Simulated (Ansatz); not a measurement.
# FH7OSi3: what the fields show

Input file:

```
crystal:
  periodic: [false, false, false]
  atoms:
    - {symbol: F, position_ang: [2.193741, -2.462290, 0.004765]}
    - {symbol: O, position_ang: [0.508707, -1.060760, -1.506865]}
    - {symbol: Si, position_ang: [2.065373, -1.168358, -0.976935]}
    - {symbol: Si, position_ang: [2.534794, 0.758628, 0.262215]}
    - {symbol: Si, position_ang: [-0.714059, -1.743369, -2.410254]}
    - {symbol: H, position_ang: [2.977214, -1.425282, -2.129636]}
    - {symbol: H, position_ang: [2.401046, 1.961243, -0.615752]}
    - {symbol: H, position_ang: [3.924707, 0.711757, 0.809470]}
    - {symbol: H, position_ang: [1.564218, 0.867138, 1.392785]}
    - {symbol: H, position_ang: [-0.139700, -2.469026, -3.582639]}
    - {symbol: H, position_ang: [-1.492156, -2.696183, -1.569501]}
    - {symbol: H, position_ang: [-1.605522, -0.650665, -2.885825]}
basis:
  gaussian: {orbitals: def2-SVPD}
output: {forces: true, orbitals: {seedname: orbitals}}
hamiltonian: {xc: pbe0}
```

Run with:

```sh
ansatz run input.yaml --threads 2 --pin off --max-ram 4350MiB --events-out events.jsonl --progress --plain --runs-dir runs
```

Geometry: r2SCAN-D4/def2-SVP.

Level of theory: isolated molecule in a Gaussian basis; Kohn-Sham density functional theory, functional PBE0 (Ansatz 0.2.0).

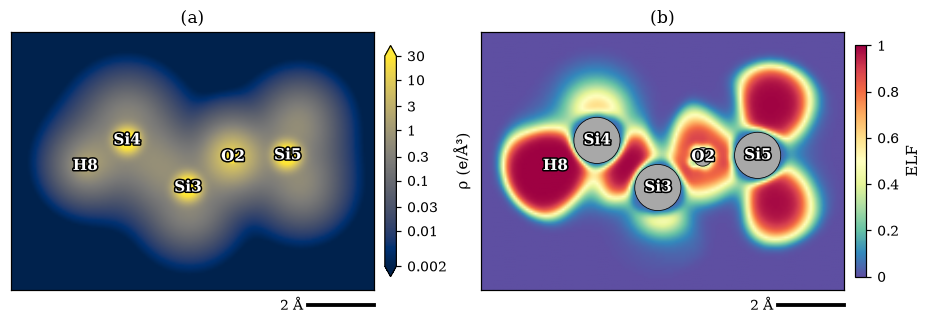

Figure 1. (a) electron density; (b) ELF on the plane of atoms Si3, O2 and Si5. Grey discs cover the atomic cores in the ELF map.

Read the bonding off the picture.

Answer.
- The section cuts through O, Si and H sites.
- Si–O (1.65 Å): ρ is about 1.1 e/Å³ halfway; the ELF peaks at about 0.85 between the atoms; a polar covalent bond.
- Si–Si (2.34 Å): ρ is about 0.68 e/Å³ halfway; the ELF peaks at about 1 between the atoms; a shared electron pair.
- Si–H (1.49 Å): the density is about 0.75 e/Å³ at the midpoint; the ELF climbs to about 1 towards the hydrogen, as it does in any bond to H.
- The ELF also peaks beside O2, away from the bonds: lone-pair regions.

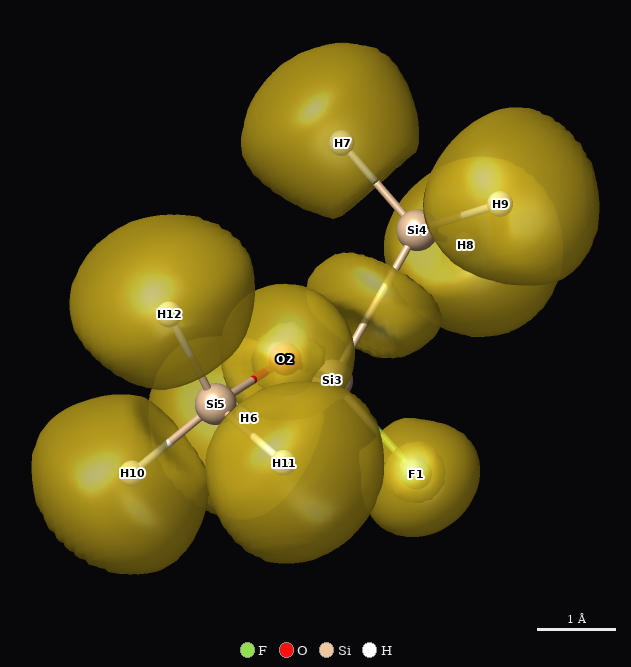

Figure 2. Isosurface of the electron localisation function at 0.75 (yellow), seen at an oblique angle. Core shells and regions of very low density are left out.

Describe the localisation domains.

Answer. The surface consists of one region between bonded Si–Si atoms (shared pairs), seven regions around hydrogen nuclei, one region on O in which the atom's valence shell and bonds are merged and one region wrapped around F (its lone pairs, merged into a ring or cap).


Si–F (1.63 Å): the ELF peaks at about 0.85 in the valence shell of F, 0.6 Å from its nucleus, and is about 0.50 at the midpoint.

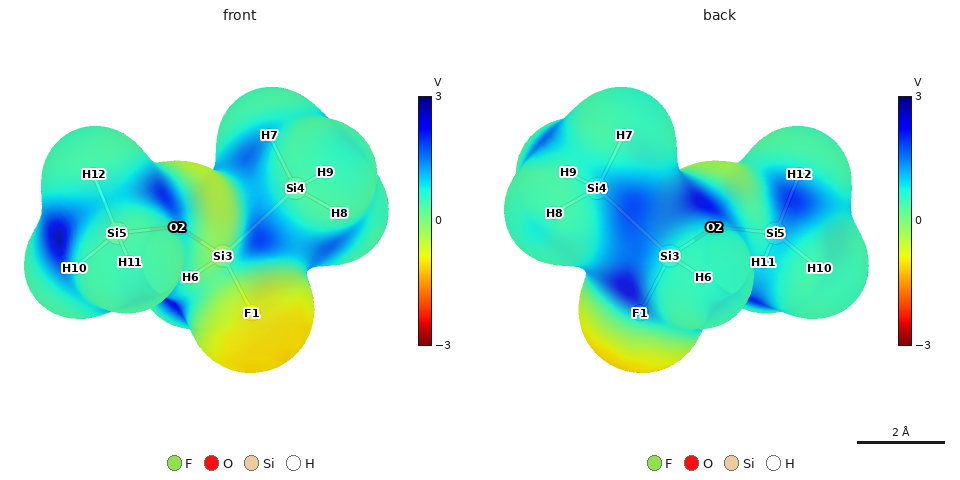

Figure 3. The molecular electrostatic potential painted on the density surface at 0.004 e/bohr³, seen from the front and from behind; red is negative and blue positive.

Which sites attract a positive test charge, and which a negative one?

Answer. A positive charge is drawn to the negative regions and a negative charge to the positive ones. The most negative region (about −1.1 V) lies over F1, the most positive (about +2.4 V) over Si3 and Si5.

How polar is the molecule by this calculation?

Answer. Its dipole moment is 1.35 D.
